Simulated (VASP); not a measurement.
Band structure of PbO₂ (rutile). Method: PBE GGA with D3 dispersion (zero damping), VASP's PBE PAW potentials (set 64) (plane waves; VASP).

Unless said otherwise, spin-orbit coupling is left out, though it shifts the bands of the heavy elements here.

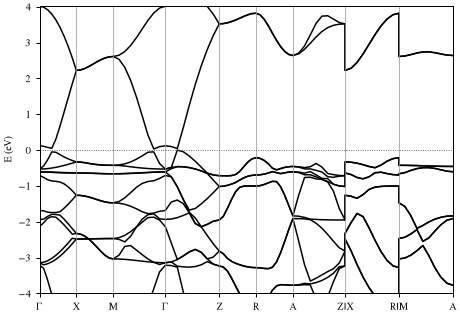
Figure: Bands along high-symmetry lines, zero at the valence-band maximum or, without a gap, the Fermi level

Read the plot: is there a gap, and where are the band edges?

The gap is indirect, 0.03 eV, from the valence maximum at Γ-Z at 0.22 to the conduction minimum at M-Γ at 0.78. (Edges off the drawn lines would not show.)

The compound is PbO2 in the rutile structure. It was relaxed first.
